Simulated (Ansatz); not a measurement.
**Profile along the N–Y line in YN (rock salt)**

YN (rock salt)

```cif
data_NY
_chemical_formula_sum 'N1 Y1'
_space_group_name_H-M_alt 'P 1'
_space_group_IT_number 1
_cell_length_a 3.46895
_cell_length_b 3.46895
_cell_length_c 3.46895
_cell_angle_alpha 60.000
_cell_angle_beta 60.000
_cell_angle_gamma 60.000
loop_
_space_group_symop_operation_xyz
  'x, y, z'
loop_
_atom_site_label
_atom_site_type_symbol
_atom_site_fract_x
_atom_site_fract_y
_atom_site_fract_z
_atom_site_occupancy
N1 N 0.00000 0.00000 0.00000 1
Y1 Y 0.50000 0.50000 0.50000 1
```

Fields along a shortest N–Y line of a {110} plane (2.45 Å), from N to Y, interpolated on the slice's grid (step about 0.2 Å). Calculation: PBE (plane waves to 420 eV, PAW, scalar-relativistic; Ansatz, an electronic-structure program). k mesh 12×12×12. Inside the PAW spheres the values are not all-electron values, and peaks at nuclei hang on which shells count as valence. YN is run without spin polarisation. YN was relaxed with its symmetry unable to fall.

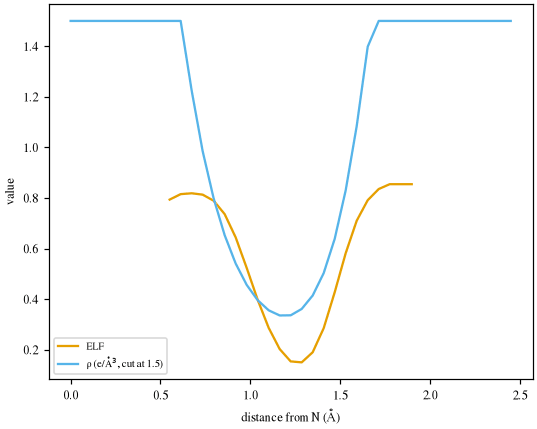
Figure: ELF (away from the nuclei) and valence density from N to Y.

Density on the N–Y line (2.45 Å) at its density minimum, 1.2 Å from N: 0.34 e/Å³. ELF at that point: 0.2.
